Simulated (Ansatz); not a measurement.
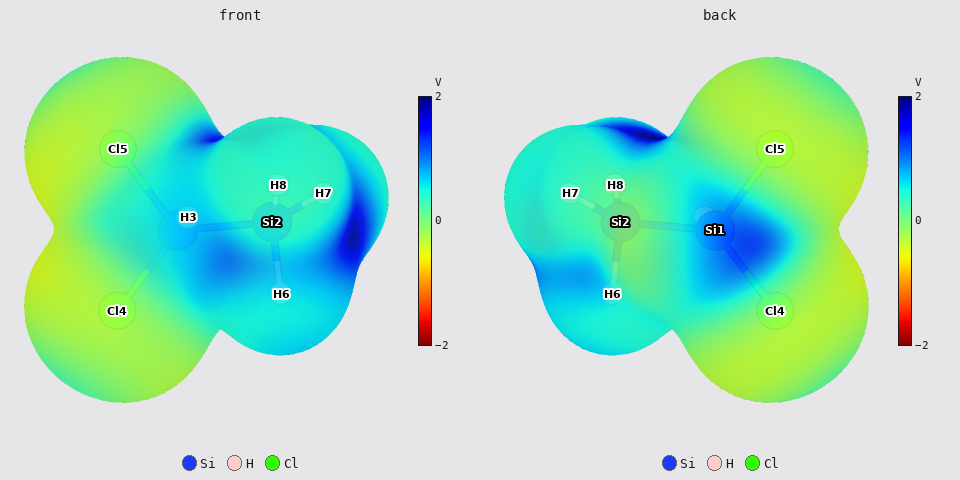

The picture shows: Cl2H4Si2. The electrostatic potential painted on the density surface at 0.002 e/bohr³, seen from the front and from behind; the colour scale runs from red (negative) to blue (positive).

A transition-state structure; geometry: PBE0-D4/def2-TZVP.

These are results of RKS PBE0-D4/def2-TZVPP (Ansatz), not measurements.

Input file:

```
crystal:
  periodic: [false, false, false]
  atoms:
    - {symbol: Si, position_ang: [-0.282771, 1.265229, 0.004496]}
    - {symbol: Si, position_ang: [0.431535, -0.927787, -0.514190]}
    - {symbol: H, position_ang: [-0.229767, -0.173591, 0.910288]}
    - {symbol: Cl, position_ang: [-2.298886, 1.528630, 0.356588]}
    - {symbol: Cl, position_ang: [0.747366, 2.345505, 1.432246]}
    - {symbol: H, position_ang: [-0.841726, -1.363683, -1.130305]}
    - {symbol: H, position_ang: [1.523954, -0.732864, -1.507141]}
    - {symbol: H, position_ang: [0.950294, -1.941339, 0.448018]}
basis:
  gaussian: {orbitals: def2-TZVPP}
hamiltonian: {xc: pbe0, dispersion: d4}
output: {orbitals: {seedname: orbitals}}
```

Launched as:

```sh
ansatz run in.yaml --threads 4 --pin off --events-out ev --progress --plain --max-ram 9574MiB
```

**Which sites attract a positive test charge, and which a negative one?**

A positive charge is drawn to the negative regions and a negative charge to the positive ones. The most negative region (about −0.4 V) lies over Cl4 and Cl5, the most positive (about +1.9 V) over Si2. Cl4 shows a σ-hole: about +0.2 V at the tip opposite its bond, against about −0.3 V on its flanks. Cl5 shows a σ-hole: about +0.2 V at the tip opposite its bond, against about −0.3 V on its flanks.
